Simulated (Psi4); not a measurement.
# GeH2 (SMILES [GeH2]) at B3LYP/6-31G(d) (spherical functions)

Aim: the vertical ionisation energy of GeH2 at B3LYP/6-31G* (spherical functions), from 2 runs. 

The calculation is run with Psi4 1.11.

## 1. The system as given

GeH2: 3 atoms, total charge 0, spin state singlet. SMILES: `[GeH2]`. The shape is that of a PBE0-D4/def2-TZVP optimisation.

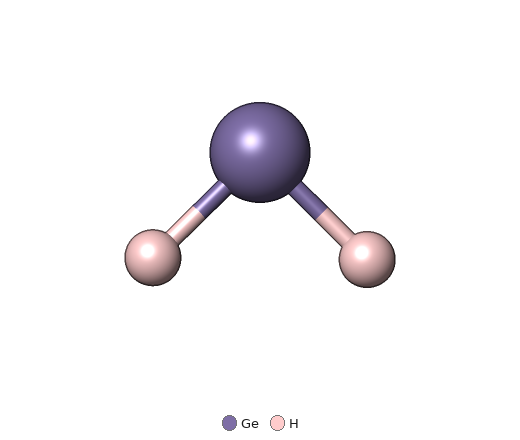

Viewed from a chosen angle; germanium purple, hydrogen pink.

## 2. A single-point energy at B3LYP/6-31G(d) (spherical functions)

The input, job.in:

```
memory 1600 MB

molecule m {
  Ge    -1.07733286     0.76552805    -0.49832078
  H      1.47965556     1.40520035     0.96187060
  H     -0.40232269    -2.17072840    -0.46354982
  units bohr
  symmetry c1
  no_reorient
  no_com
}

set {
  puream               true
  e_convergence        1e-09
  d_convergence        1e-08
  scf_type             pk
  dft_radial_points    99
  dft_spherical_points 590
}

e_tot, wfn = energy('b3lyp/6-31G*', return_wfn=True)
oeprop(wfn, 'MULLIKEN_CHARGES', 'LOWDIN_CHARGES', 'WIBERG_LOWDIN_INDICES')
print_variables()
```

Launch:

```sh
$ psi4 -i job.in -o job.out -n 1
```

job.out:

```text
[...]
  Running in c1 symmetry.
[...]
  Nuclear repulsion =   21.473702033599345
[...]
  Multiplicity = 1
[...]
  Nalpha       = 17
  Nbeta        = 17
[...]
    Number of basis functions: 36
[...]
   @RKS iter   1: -2076.60233071025823   -2.25834e+00   7.28986e-02 ADIIS/DIIS
[...]
   @RKS iter   9: -2077.90971581786971   -1.40972e-11   5.56088e-09 DIIS
[...]
    Orbital Energies [Eh]
    ---------------------
    Doubly Occupied:
       1A   -398.739393     2A    -49.816651     3A    -44.342660
       4A    -44.339207     5A    -44.338406     6A     -6.244138
       7A     -4.422332     8A     -4.410842     9A     -4.407846
      10A     -1.223044    11A     -1.219851    12A     -1.217361
      13A     -1.210394    14A     -1.207772    15A     -0.521820
      16A     -0.315647    17A     -0.246064
[...]
  @RKS Final Energy: -2077.90971581786971
   => Energetics <=
    Nuclear Repulsion Energy =             21.4737020335993449
    One-Electron Energy =               -2937.2507617717596986
    Two-Electron Energy =                 902.0059449511020375
    DFT Exchange-Correlation Energy =     -64.1386010308114720
    Empirical Dispersion Energy =           0.0000000000000000
    VV10 Nonlocal Energy =                  0.0000000000000000
    Total Energy =                      -2077.9097158178697100
[...]
 Multipole Moments:
 ------------------------------------------------------------------------------------
     Multipole            Electronic (a.u.)      Nuclear  (a.u.)        Total (a.u.)
 ------------------------------------------------------------------------------------
 L = 1.  Multiply by 2.5417464519 to convert [e a0] to [Debye]
 Dipole X            :         33.4376215          -33.3973187            0.0403029
 Dipole Y            :        -23.7601005           23.7313696           -0.0287309
 Dipole Z            :         15.4665758          -15.4479442            0.0186316
 Magnitude           :                                                    0.0528860
[...]
  Mulliken Charges: (a.u.)
   Center  Symbol    Alpha    Beta     Spin     Total
       1    GE    15.98504 15.98504  0.00000  0.02992
       2     H     0.50749  0.50749  0.00000 -0.01498
       3     H     0.50747  0.50747  0.00000 -0.01495
   Total alpha = 17.00000, Total beta = 17.00000, Total charge =  0.00000
  Lowdin Charges: (a.u.)
   Center  Symbol    Alpha    Beta     Spin     Total
       1    GE    15.99389 15.99389  0.00000  0.01222
       2     H     0.50306  0.50306  0.00000 -0.00611
       3     H     0.50305  0.50305  0.00000 -0.00610
[...]
```

Run time: 2.9 s. Hardware: 1 thread of Intel Xeon 6975P-C (Granite Rapids), shared host; peak memory 0.37 GiB.

## 3. The doublet cation at the same level

The input, input.json:

```json
{
  "schema_name": "qcschema_input",
  "schema_version": 1,
  "molecule": {
    "schema_name": "qcschema_molecule",
    "schema_version": 2,
    "symbols": ["Ge", "H", "H"],
    "geometry": [-1.07733286, 0.76552805, -0.49832078, 1.47965556, 1.40520035, 0.9618706, -0.40232269, -2.1707284, -0.46354982],
    "molecular_charge": 1,
    "molecular_multiplicity": 2,
    "fix_symmetry": "c1",
    "fix_com": true,
    "fix_orientation": true
  },
  "driver": "energy",
  "model": {
    "method": "b3lyp",
    "basis": "6-31G*"
  },
  "keywords": {
    "reference": "uks",
    "puream": true,
    "e_convergence": 1e-09,
    "d_convergence": 1e-08,
    "scf_type": "pk",
    "dft_radial_points": 99,
    "dft_spherical_points": 590,
    "maxiter": 200,
    "scf_properties": ["MULLIKEN_CHARGES", "DIPOLE", "MAYER_INDICES"]
  }
}
```

Launch:

```sh
$ psi4 --qcschema input.json -n 1 --memory 1600MB
```

stdout:

```text
[...]
  Running in c1 symmetry.
[...]
  Nuclear repulsion =   21.473702033599345
[...]
  Multiplicity = 2
[...]
  Nalpha       = 17
  Nbeta        = 16
[...]
    Number of basis functions: 36
[...]
   @UKS iter   1: -2076.40646560738878   -2.06247e+00   7.15707e-02 DIIS/ADIIS
[...]
   @UKS iter  11: -2077.55902174895982   -1.36424e-12   8.74074e-10 DIIS
[...]
   @S^2 Observed:                7.539277607E-01
[...]
    Orbital Energies [Eh]
    ---------------------
    Alpha Occupied:
       1A   -399.075273     2A    -50.150017     3A    -44.676117
       4A    -44.673660     5A    -44.671741     6A     -6.578381
       7A     -4.755595     8A     -4.746943     9A     -4.741291
      10A     -1.556343    11A     -1.554124    12A     -1.549726
      13A     -1.545193    14A     -1.542133    15A     -0.828595
      16A     -0.606958    17A     -0.566333
    Alpha Virtual:
      18A     -0.394474    19A     -0.228421    20A     -0.172678
      21A     -0.091255    22A     -0.045644    23A     -0.043081
      24A     -0.026732    25A      0.139469    26A      0.143854
[...]
  @UKS Final Energy: -2077.55902174895982
   => Energetics <=
    Nuclear Repulsion Energy =             21.4737020335993449
    One-Electron Energy =               -2926.1728182918268431
    Two-Electron Energy =                 891.0486801789510309
    DFT Exchange-Correlation Energy =     -63.9085856696832906
    Empirical Dispersion Energy =           0.0000000000000000
    VV10 Nonlocal Energy =                  0.0000000000000000
    Total Energy =                      -2077.5590217489598217
[...]
 Multipole Moments:
 ------------------------------------------------------------------------------------
     Multipole            Electronic (a.u.)      Nuclear  (a.u.)        Total (a.u.)
 ------------------------------------------------------------------------------------
 L = 1.  Multiply by 2.5417464519 to convert [e a0] to [Debye]
 Dipole X            :         32.4501674          -33.3973187           -0.9471513
 Dipole Y            :        -23.0583593           23.7313696            0.6730103
 Dipole Z            :         15.0098374          -15.4479442           -0.4381068
 Magnitude           :                                                    1.2417632
[...]
  Mulliken Charges: (a.u.)
   Center  Symbol    Alpha    Beta     Spin     Total
       1    GE    16.00499 15.32447  0.68051  0.67054
       2     H     0.49752  0.33775  0.15977  0.16472
       3     H     0.49749  0.33777  0.15972  0.16474
   Total alpha = 17.00000, Total beta = 16.00000, Total charge =  1.00000
  Mayer Bond Indices:
  Total Bond Index:
  Irrep: 1 Size: 3 x 3
[...]
```

The result, in JSON:

```text
{
 "driver": "energy",
 "model": {
  "method": "b3lyp",
  "basis": "6-31G*"
 },
 "success": true,
 "return_result": -2077.55902174896,
 "properties": {
  "calcinfo_nbasis": 36,
  "calcinfo_nmo": 36,
  "calcinfo_nalpha": 17,
  "calcinfo_nbeta": 16,
  "calcinfo_natom": 3,
  "nuclear_repulsion_energy": 21.473702033599345,
  "return_energy": -2077.55902174896,
  "scf_one_electron_energy": -2926.172818291827,
  "scf_two_electron_energy": 891.048680178951,
  "scf_xc_energy": -63.90858566968329,
  "scf_dipole_moment": [-0.9471512637992419, 0.6730102564624012, -0.43810677773394247],
  "scf_total_energy": -2077.55902174896,
  "scf_iterations": 11
 }
}
```

Wall time 4.2 s (1 thread of Intel Xeon 6975P-C (Granite Rapids), shared host); peak memory 0.37 GiB.

## 4. Summary of results

Level: B3LYP/6-31G* (spherical functions).

| quantity | value |
| --- | --- |
| singlet GeH2: total energy | -2077.90972 Eh |
| singlet GeH2: dipole moment | 0.13 D |
| singlet GeH2: HOMO energy | -6.70 eV |
| singlet GeH2: LUMO energy | -3.27 eV |
| singlet GeH2: HOMO–LUMO gap | 3.42 eV |
| doublet cation: total energy | -2077.55902 Eh |
| doublet cation: HOMO energy (highest over α and β) | -15.41 eV |
| doublet cation: LUMO energy (lowest over α and β) | -12.42 eV |
| doublet cation: ⟨S²⟩ | 0.754 |
| vertical ionisation energy (to the doublet cation) | 9.543 eV |

What this shows: Removing an electron at fixed nuclei costs 9.54 eV (220 kcal/mol). −ε(HOMO) before ionisation, 6.70 eV, is 2.85 eV below this ionisation energy.
